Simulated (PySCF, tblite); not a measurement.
**C₄H₇OS radical: geometry, infrared bands and EPR parameters**

Aim: predict the infrared bands and EPR parameters of C₄H₇OS radical (`CCOC[C]=S`).

Computed with tblite 0.8.0 and PySCF 2.14.0, with density-fitted response routines of our own, on a single molecule in the gas phase. Atoms are numbered from 0 throughout.

## 1. The starting structure

13 atoms, charge 0, multiplicity 2; geometry from: force field or distance geometry start.

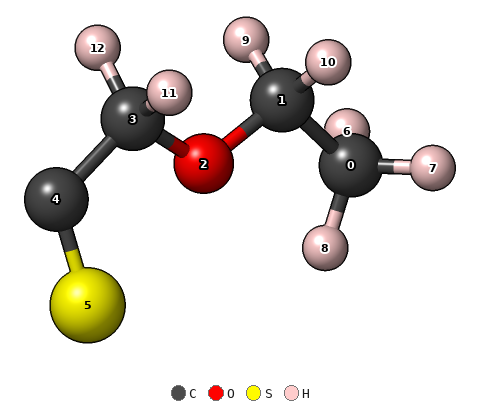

As it starts; carbon dark grey, oxygen red, sulfur yellow, hydrogen pink, atoms numbered; sticks join atoms by distance.

## 2. Optimising the geometry with GFN2-xTB

What the job is given:

```
{"job": {"kind": "relax", "xc": "GFN2-xTB", "basis": "xTB"}, "charge": 0, "multiplicity": 2}
C     -1.875400     0.450600    -0.329500
C     -0.699900    -0.432400     0.028300
O      0.441300     0.208600    -0.403200
C      1.617600    -0.435300    -0.172900
C      2.702100     0.415800    -0.709600
S      2.370000     1.793700    -0.952100
H     -2.507800    -0.115400    -1.049300
H     -2.444700     0.755500     0.591500
H     -1.539400     1.411700    -0.786200
H     -0.807900    -1.366500    -0.566200
H     -0.704400    -0.677000     1.112200
H      1.822100    -0.537200     0.925800
H      1.622100    -1.471600    -0.567700
```

Started as:

```bash
$ OMP_NUM_THREADS=1 python probes_run.py task.json out
```

One launch serves the whole session: the jobs run in the order shown.

**Question.** This job is followed by: GFN2-xTB harmonic vibrations, gas phase; UKS B3LYP, pcH-1 on C H O S, non-relativistic, mean-field spin-orbit, GIAO. Predict these results of the whole session: strongest single infrared mode (GFN2-xTB); zero-point energy (GFN2-xTB); g(iso) (B3LYP); ⟨S²⟩; largest a(iso) (averaged by class); surface potential, least and greatest.

As calculated:

```
                                 quantity                  value
strongest single infrared mode (GFN2-xTB)  1022 cm⁻¹, 104 km/mol
             zero-point energy (GFN2-xTB)          62.7 kcal/mol
                           g(iso) (B3LYP)                1.99528
                                     ⟨S²⟩     0.754 (exact 0.75)
       largest a(iso) (averaged by class)   13C on C4, 273.7 MHz
    surface potential, least and greatest     -1.35 V and 1.05 V
```

In words: Over 117 steps the energy fell by 1.212 eV; of the close pairs, C4–S5 changed most, 1.438 to 1.571 Å. No mode is imaginary among the 33: a minimum at this level. The strongest single mode, at 1022 cm⁻¹, moves mainly C3 and O2. GFN2-xTB is a fitted tight-binding method: band positions and strengths are rough. Its intensities can rank the bands wrongly. C4 carries the largest spin population, 0.59 e. The isotropic g lies 7.0 ppt below the free-electron value.
